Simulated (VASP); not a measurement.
Band structure of HgS (space group P3_221). Calculation: modified Becke-Johnson potential (mBJ) with spin-orbit coupling, VASP's PBE PAW potentials (set 64) (plane waves; VASP).

mBJ is a potential without an energy functional, so only the levels count. The path is coarsely sampled, so an indirect gap can come out somewhat too large. Without a dispersion term in the relaxation, distances and binding between the weakly bound layers, chains or molecules are unreliable, and so is what depends on them.

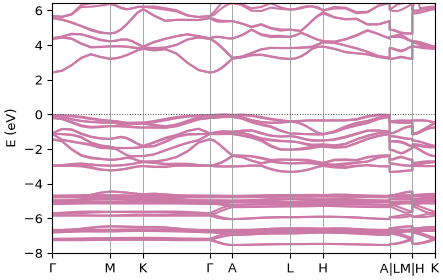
Figure. Bands along high-symmetry lines, zero at the valence-band maximum or, without a gap, the Fermi level

Task: Read the plot: is there a gap, and where are the band edges?

Result: The gap is indirect, 2.42 eV, from the valence maximum at A-L at 0.17 to the conduction minimum at Γ.

The structure comes from a computed database's HgS entry (P3_221), a phase known from measurement. It was relaxed first. The cell's shape comes from a PBE relaxation.
